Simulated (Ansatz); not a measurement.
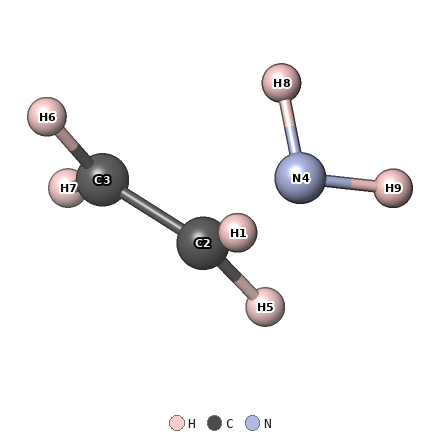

The system is the reacting system C₂H₆N (fragments C₂H₆N where the first distance is long, H₃N + C₂H₃ where the second is long), spin multiplicity 2; the picture shows the reference structure. Coordinates scanned: (1) distance H1–N4 (bond that forms); (2) distance H1–C2 (bond that breaks). Relaxed at each point: all other coordinates. Grid: 13 × 13 points. Points are written as (first, second). Energies: kJ/mol, counted from the lowest grid point. Energies and slopes of some neighbouring points disagree (a jump in structure or state, or too coarse a mesh). All numbers below come from Ansatz 0.2.0, UKS SPW92 (LDA)/def2-SVP.

Its coordinates:

```xyz
9

H    -0.7627   -0.4554    0.0030
C     0.1128    0.3015   -0.7722
C     0.6391    1.3953   -0.2446
N    -1.0427   -1.4285    0.8809
H     0.2745   -0.0979   -1.7912
H     0.4301    1.7074    0.7972
H     1.3051    2.0633   -0.8296
H    -0.3045   -1.2407    1.5909
H    -0.6517   -2.2448    0.3656
```

Range: distance H1–N4 (bond that forms) from 0.918 to 2.118 Å; distance H1–C2 (bond that breaks) from 0.963 to 2.163 Å.

Question: Predict the map.

Answer: The lowest grid point is at (2.118 Å, 1.091 Å). It lies on the edge of the grid, but the force there points inwards, so the minimum lies inside the range. Other grid points that lie below all their neighbours: (1.046 Å, 1.801 Å) (143 kJ/mol higher); (1.530 Å, 1.175 Å) (153 kJ/mol higher). The highest grid point, (0.918 Å, 0.963 Å), lies 554 kJ/mol above the lowest.

```csv
"second ↓, first →",0.918,0.972,1.046,1.130,1.222,1.320,1.423,1.530,1.641,1.756,1.873,1.994,2.118
2.163,179,153,144,158,188,229,274,321,365,405,440,469,492
2.039,180,154,144,155,183,222,265,308,349,386,417,443,463
1.918,183,155,143,152,178,213,252,292,329,361,389,412,429
1.801,187,157,143,149,171,202,237,272,305,333,357,376,391
1.686,193,162,144,146,163,189,219,249,277,301,321,337,349
1.575,203,170,147,144,156,176,200,224,247,266,282,295,305
1.468,220,182,155,146,150,164,181,199,216,231,244,254,262
1.365,245,202,168,152,149,154,164,176,188,199,208,215,221
1.267,282,232,190,165,153,151,154,159,166,172,178,183,187
1.175,333,276,225,190,169,158,153,153,154,157,160,163,4
1.091,399,336,275,230,199,180,168,162,159,158,159,160,0
1.017,479,411,341,286,246,219,201,189,183,179,177,16,19
0.963,554,483,407,345,298,265,242,227,217,211,51,44,52
```

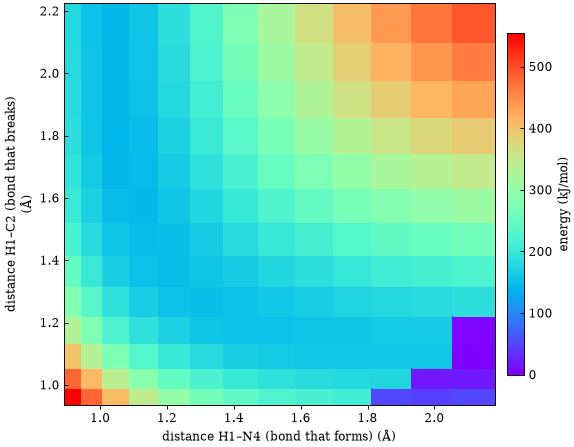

The picture shows one coloured cell a grid point.

The whole map (169 points run) took 22 min on 1 thread of Intel(R) Xeon(R) Platinum 8488C (Sapphire Rapids) (shared host).
